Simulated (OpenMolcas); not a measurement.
Multiconfigurational calculation: Rh³⁺ complex (part 2 of 2)

The same run, continued: Rh³⁺ with 6 ligands (Cl; octahedron, 2.493 Å), embedded in Cs2NaYCl6 by model potentials and point charges, whose field is part of the energies. Method: state-averaged CASSCF, active space 6 electrons in the shell 4d, basis ANO-RCC-VDZP on the metal and ANO-RCC-VDZP on the ligands, DKH2 scalar Hamiltonian, spin-orbit coupling by RASSI with atomic mean-field integrals (OpenMolcas).

**Log (extracts), continued**
```
--- RASSI ---
SPIN-FREE ENERGIES:
  (Shifted by EMIN (a.u.) =      -7546.9859681167)

 SF State       Relative EMIN(au)   Rel lowest level(eV)    D:o, cm**(-1)

    51             0.0000000000        0.0000000000              0.0000
     2             0.0189556928        0.5158106784           4160.2937
     3             0.0189556928        0.5158106784           4160.2937
     1             0.0189556928        0.5158106784           4160.2937
     6             0.0244577191        0.6655284411           5367.8489
     7             0.0244577191        0.6655284411           5367.8489
     8             0.0244577191        0.6655284411           5367.8489
     9             0.0429970280        1.1700087360           9436.7569
    10             0.0429970280        1.1700087360           9436.7569
    11             0.0429970285        1.1700087497           9436.7570
    52             0.0517210572        1.4074016648          11351.4600
    53             0.0517210572        1.4074016648          11351.4600
    54             0.0517210572        1.4074016648          11351.4600
    14             0.0829705838        2.2577446037          18209.9383
    12             0.0829705838        2.2577446037          18209.9383
    13             0.0829705838        2.2577446037          18209.9383
    55             0.0856158288        2.3297253874          18790.5025
    56             0.0856158288        2.3297253874          18790.5025
    57             0.0856158288        2.3297253874          18790.5025
     4             0.0870405434        2.3684938444          19103.1912
     5             0.0870405434        2.3684938444          19103.1912
    15             0.0876629886        2.3854314431          19239.8021
    16             0.0876629886        2.3854314431          19239.8021
    17             0.0876629886        2.3854314431          19239.8021
    20             0.1020282772        2.7763308583          22392.6185
    18             0.1020282772        2.7763308583          22392.6185
    19             0.1020282772        2.7763308583          22392.6185
    21             0.1041141793        2.8330911471          22850.4211
    22             0.1041141793        2.8330911471          22850.4211
    25             0.1093375858        2.9752272784          23996.8263
    23             0.1093375858        2.9752272784          23996.8263
    24             0.1093375858        2.9752272784          23996.8263
    58             0.1192673952        3.2454311570          26176.1676
    59             0.1192673952        3.2454311570          26176.1676
    60             0.1192673952        3.2454311570          26176.1676
    61             0.1200493341        3.2667087984          26347.7833
    62             0.1200493341        3.2667087984          26347.7833
    63             0.1251975713        3.4067994684          27477.6908
    64             0.1421265675        3.8674609239          31193.1760
    65             0.1421265675        3.8674609239          31193.1760
Eigenvalues of complex Hamiltonian:
   -----------------------------------
  (Shifted by EMIN (a.u.) =      -7546.9859681167)

 SO State       Relative EMIN(au)   Rel lowest level(eV)    D:o, cm**(-1)

     1            -0.0046684824        0.0000000000              0.0000
     2             0.0126446981        0.4711156433           3799.8039
     3             0.0126446981        0.4711156415           3799.8039
     4             0.0128534273        0.4767954537           3845.6147
     5             0.0128534273        0.4767954536           3845.6147
     6             0.0128534273        0.4767954540           3845.6147
     7             0.0138990917        0.5052494299           4075.1115
     8             0.0138990916        0.5052494286           4075.1115
     9             0.0138990917        0.5052494303           4075.1115
    10             0.0161667156        0.5669546207           4572.7974
    11             0.0161667156        0.5669546204           4572.7974
    12             0.0161667156        0.5669546205           4572.7974
    13             0.0168351183        0.5851427858           4719.4948
    14             0.0178609906        0.6130581924           4944.6478
    15             0.0178609906        0.6130581923           4944.6478
    16             0.0178609906        0.6130581928           4944.6478
    17             0.0239629865        0.7791019580           6283.8811
    18             0.0239629865        0.7791019587           6283.8811
    19             0.0269058297        0.8591808034           6929.7605
    20             0.0269058298        0.8591808043           6929.7605
    21             0.0269058298        0.8591808037           6929.7605
    22             0.0307754346        0.9644781146           7779.0406
    23             0.0307754346        0.9644781153           7779.0406
    24             0.0307754345        0.9644781127           7779.0406
    25             0.0353037505        1.0876998686           8772.8911
    26             0.0391347800        1.1919474927           9613.7049
    27             0.0391347800        1.1919474917           9613.7049
    28             0.0391347799        1.1919474899           9613.7049
    29             0.0415396338        1.2573868975          10141.5093
    30             0.0415396340        1.2573869045          10141.5093
    31             0.0448355171        1.3470724524          10864.8721
    32             0.0448355174        1.3470724600          10864.8721
    33             0.0448355174        1.3470724605          10864.8721
    34             0.0460939135        1.3813151607          11141.0581
    35             0.0522595181        1.5490898107          12494.2519
    36             0.0522595181        1.5490898106          12494.2519
    37             0.0522595181        1.5490898094          12494.2519
    38             0.0780019464        2.2495769702          18144.0619
    39             0.0780019465        2.2495769720          18144.0619
    40             0.0784504444        2.2617812224          18242.4958
    41             0.0791786936        2.2815978933          18402.3281
Weights of the five most important spin-orbit-free states for each spin-orbit state.

 SO State  Total energy (au)           Spin-free states, spin, and weights
 -------------------------------------------------------------------------------------------------------
    1        -0.004668      51 0.0  0.8478    8 1.0  0.0449    7 1.0  0.0449    6 1.0  0.0449    3 2.0  0.0049
    2         0.012645       2 2.0  0.3707    1 2.0  0.3013    8 1.0  0.1459    7 1.0  0.1186   11 1.0  0.0329
    3         0.012645       3 2.0  0.4468    6 1.0  0.1758    1 2.0  0.1491    2 2.0  0.0797    7 1.0  0.0587
    4         0.012853       3 2.0  0.3546    2 2.0  0.3546    1 2.0  0.1896    6 1.0  0.0393    8 1.0  0.0393
    5         0.012853       1 2.0  0.3546    3 2.0  0.3546    2 2.0  0.1896    6 1.0  0.0393    7 1.0  0.0393
    6         0.012853       1 2.0  0.3546    2 2.0  0.3546    3 2.0  0.1896    7 1.0  0.0393    8 1.0  0.0393
    7         0.013899       1 2.0  0.7394    6 1.0  0.1058    8 1.0  0.1057   11 1.0  0.0178    9 1.0  0.0178
    8         0.013899       3 2.0  0.7394    8 1.0  0.1058    7 1.0  0.1058   10 1.0  0.0178    9 1.0  0.0178
    9         0.013899       2 2.0  0.7393    6 1.0  0.1058    7 1.0  0.1057   11 1.0  0.0178   10 1.0  0.0178
   10         0.016167       3 2.0  0.5511    8 1.0  0.2065    7 1.0  0.2064    1 2.0  0.0137    2 2.0  0.0136
   11         0.016167       2 2.0  0.5505    6 1.0  0.2065    7 1.0  0.2062    1 2.0  0.0142    3 2.0  0.0136
   12         0.016167       1 2.0  0.5505    6 1.0  0.2064    8 1.0  0.2062    2 2.0  0.0142    3 2.0  0.0137
```

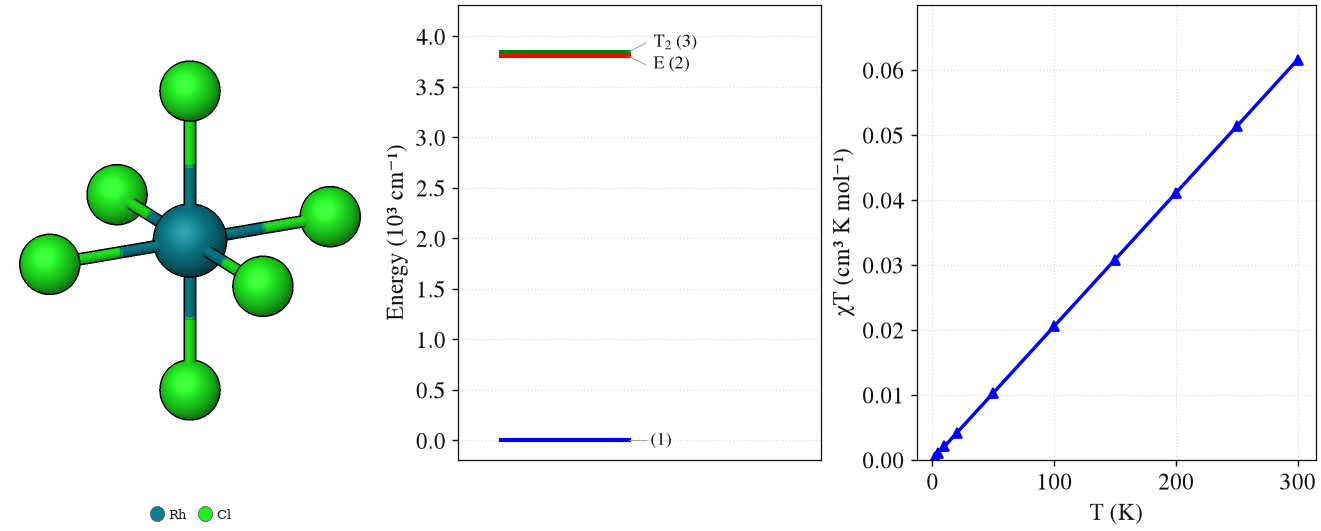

**Figure 2.** Rh³⁺ (4d⁶) as a dopant in Cs₂NaYCl₆, a cluster with its 6 nearest Cl⁻ at 2.493 Å (octahedron) embedded in model potentials and point charges; the geometry was set, not optimised, and its levels and susceptibility. Labels give the representation in O, Td, D4 or D3 as the site allows (double group for half-integer spin) where it could be assigned and, in brackets, the degeneracy; spin-free states, where drawn, share the zero of the spin-orbit levels. Powder susceptibility by Van Vleck's formula. The ground level is non-degenerate, 85 % from states of spin multiplicity 1. The next level lies at 3,800 cm⁻¹ (E). χT is close to 0 cm³ K mol⁻¹ at 2 K and 0.0616 at 300 K, an effective moment of 0.70 μB. The active orbitals hold 68 to 88 % metal character (Löwdin), and the Mulliken charge of the metal is +0.52.

**Key numbers**

- outcome: converged
- energy of the lowest spin-free term: −7546.98597 hartree
- energy of the lowest spin-orbit level: −7546.99064 hartree
- largest spread among components of a term: 0.0 cm⁻¹
- wall time: 84 s
- peak memory: 0.38 GiB

**Remarks**

Without dynamic correlation the splittings between terms come out too large, often by 20 to 50 %. To bear in mind: small active space favours high spin, ground spin may be wrong; covalent bonds, ligand orbitals missing from the active space; the geometry is set by hand, with no relaxation.
